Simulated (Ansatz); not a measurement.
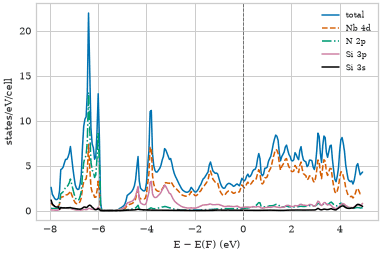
Total and projected density of states of Nb$_{2}$SiN in space group P6_3/mmc (No. 194; Si on 2d, Nb on 4f, N on 2a), the program Ansatz at the r²SCAN level (PAW)

Problem. Which orbitals carry the states next to the Fermi level?

Solution. Within 0.5 eV of the Fermi level: Nb 4d 75 %, Si 3p 12 %, N 2p 8 %. Projections are on Löwdin-orthogonalised atomic valence shells; empty p or d shells of many metals are not among them.

Problem. Where is the tallest occupied peak in this window, and what makes it?

Solution. Near -6.4 eV, about 22 states/eV per cell; the largest projected share is N 2p.

The start of the workflow was typed in or built on a structure type; neither database checked (COD, Materials Project) lists it. Its standing as an ambient phase is unchecked. The r²SCAN relaxation kept the symmetry of its start; whether a distortion lowers the energy is not shown. The workflow began spin-polarised and lost its moments. Spin–orbit coupling is left out wherever it is not named.

Potentials: the earlier of the program's two PAW sets.
